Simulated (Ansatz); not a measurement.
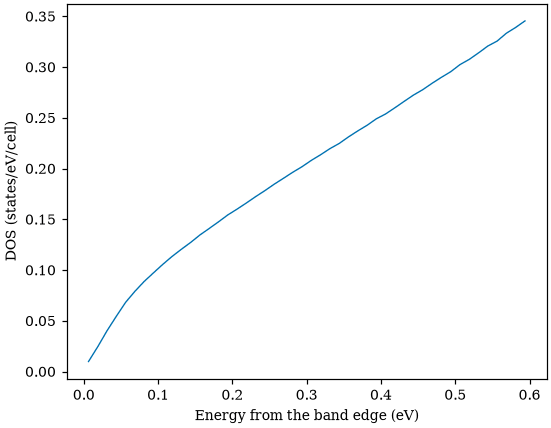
Figure: Density of states of Si (Fd-3m) below the valence band maximum, r2SCAN with spin-orbit coupling, rigid bands run with Ansatz (an electronic-structure program); cell volume 40.3 Å³.

Q: What effective density of states at 300 K does this give (∫ g(E) exp(−E/k_BT) dE, both spins, divided by the cell's size)?

A: 2.0e19 cm⁻³, a density-of-states mass of 0.87 mₑ, valleys and band degeneracy included.

Geometry: cell and atoms relaxed with r2SCAN.
